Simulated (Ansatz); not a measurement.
**UHF/3-21G run of Si2H5O (SMILES O[SiH][SiH3])**

What is the vertical doublet–quartet gap of Si2H5O at UHF/3-21G? 

The results are computed with Ansatz 0.2.0.

49 further runs of the same task are left out: 49 set aside as unsound or not needed.

## Step 1: The structure to begin with

The species is Si2H5O (8 atoms), meant as a doublet with charge 0. As SMILES, `O[SiH][SiH3]`. Geometry: relaxed at PBE0-D4/def2-TZVP. This is one conformer, not always the lowest.

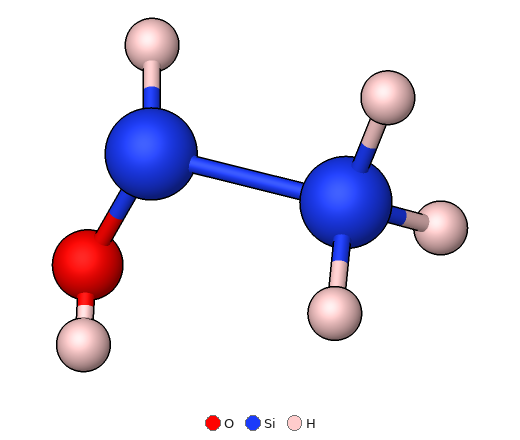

Viewed from a chosen angle; oxygen red, silicon blue, hydrogen pink.

## Step 2: The energy at UHF/3-21G

molecule.yaml reads:

```yaml
crystal:
  periodic: [false, false, false]
  atoms:
    - {symbol: O, position_ang: [-0.929000, 0.938400, -1.717100]}
    - {symbol: Si, position_ang: [0.090400, 1.134000, -0.425000]}
    - {symbol: Si, position_ang: [0.314200, -0.774200, 0.917600]}
    - {symbol: H, position_ang: [-1.805900, 0.598400, -1.530300]}
    - {symbol: H, position_ang: [1.378700, 1.582300, -1.024400]}
    - {symbol: H, position_ang: [1.190000, -0.426800, 2.069000]}
    - {symbol: H, position_ang: [0.883900, -1.960400, 0.216700]}
    - {symbol: H, position_ang: [-1.030200, -1.148700, 1.437600]}
basis:
  gaussian: {orbitals: 3-21G.json}
magnetization: {spin_polarized: true, initial_magnetization: 1}
hamiltonian: {xc: hf}
accuracy: high
output: {orbitals: {seedname: orbitals}}
```

The basis set 3-21G is read from a file made from the Basis Set Exchange's data (not shown).

The run is started by

```console
$ ansatz run molecule.yaml --threads 1 --pin off --max-ram 3480MiB --events-out events.jsonl --progress --plain --runs-dir runs
```

The program printed:

```text
Warning: RAYON_NUM_THREADS=1 ignored (pool sized by the plan → 1); use --threads N
Functional definition: HF
  name "HF"
  exchange = exact_x
  correlation = 0
1004 factors; integrals over basis functions are off by at most 6.3e-9 eV
mean field evaluation 1: about -17742.8221 eV, gradient 2.1e1 eV
mean field evaluation 2: about -17743.0811 eV, gradient 2.1e1 eV
mean field evaluation 4: about -17745.0482 eV, gradient 1.6e0 eV
mean field evaluation 8: about -17745.0966 eV, gradient 1.9e-1 eV
mean field evaluation 16: about -17745.0978 eV, gradient 6.7e-6 eV
mean field -17745.09778974 eV, -652.1203157137 hartree, gradient 2.7e-8 eV, S^2 0.754460; 0 other end points of the search recorded, 0 dependent functions left out
reference -17745.09778974 eV, -652.1203157137 hartree; 21, 20 occupied and 24, 25 virtual orbitals, 1004 factors
Total energy: -17745.09778974 eV, -652.1203157137 hartree
```

It took 0.52 s on 1 thread of Arm Neoverse V2, shared host; peak memory 0.12 GiB.

## Step 3: The quartet, same level

run.yaml reads:

```yaml
crystal:
  periodic: [false, false, false]
  atoms:
    - {symbol: O, position_ang: [-0.929000, 0.938400, -1.717100]}
    - {symbol: Si, position_ang: [0.090400, 1.134000, -0.425000]}
    - {symbol: Si, position_ang: [0.314200, -0.774200, 0.917600]}
    - {symbol: H, position_ang: [-1.805900, 0.598400, -1.530300]}
    - {symbol: H, position_ang: [1.378700, 1.582300, -1.024400]}
    - {symbol: H, position_ang: [1.190000, -0.426800, 2.069000]}
    - {symbol: H, position_ang: [0.883900, -1.960400, 0.216700]}
    - {symbol: H, position_ang: [-1.030200, -1.148700, 1.437600]}
basis:
  gaussian:
    orbitals: 3-21G.json
magnetization:
  spin_polarized: true
  initial_magnetization: 3
hamiltonian:
  xc: hf
accuracy: high
output: {orbitals: {seedname: orbitals}}
```

The basis set 3-21G is read from a file made from the Basis Set Exchange's data (not shown).

The run is started by

```console
$ ansatz run run.yaml --threads 1 --pin off --max-ram 3480MiB --events-out events.jsonl --progress --plain --runs-dir runs
```

The program printed, shortened:

```text
Warning: RAYON_NUM_THREADS=1 ignored (pool sized by the plan → 1); use --threads N
Functional definition: HF
  name "HF"
[...]
1005 factors; integrals over basis functions are off by at most 6.3e-9 eV
[...]
mean field -17738.57688904 eV, -651.8806770330 hartree, gradient 5.3e-8 eV, S^2 3.761096; 4 other end points of the search recorded, 0 dependent functions left out
reference -17738.57688904 eV, -651.8806770330 hartree; 22, 19 occupied and 23, 26 virtual orbitals, 1005 factors
Total energy: -17738.57688904 eV, -651.8806770330 hartree
```

It took 1.9 s on 1 thread of Arm Neoverse V2, shared host; peak memory 0.14 GiB.

## Step 4: Summary of results

At UHF/3-21G:

```
                                        quantity          value
                           doublet: total energy  -652.12032 Eh
     doublet: HOMO energy (highest over α and β)       -8.27 eV
      doublet: LUMO energy (lowest over α and β)        1.11 eV
                                   doublet: ⟨S²⟩          0.754
                           quartet: total energy  -651.88068 Eh
     quartet: HOMO energy (highest over α and β)       -4.01 eV
      quartet: LUMO energy (lowest over α and β)       -1.25 eV
                                   quartet: ⟨S²⟩          3.761
vertical energy of the quartet above the doublet       6.521 eV
```

In words: At this shape the quartet lies 6.52 eV (629 kJ/mol) above the doublet.
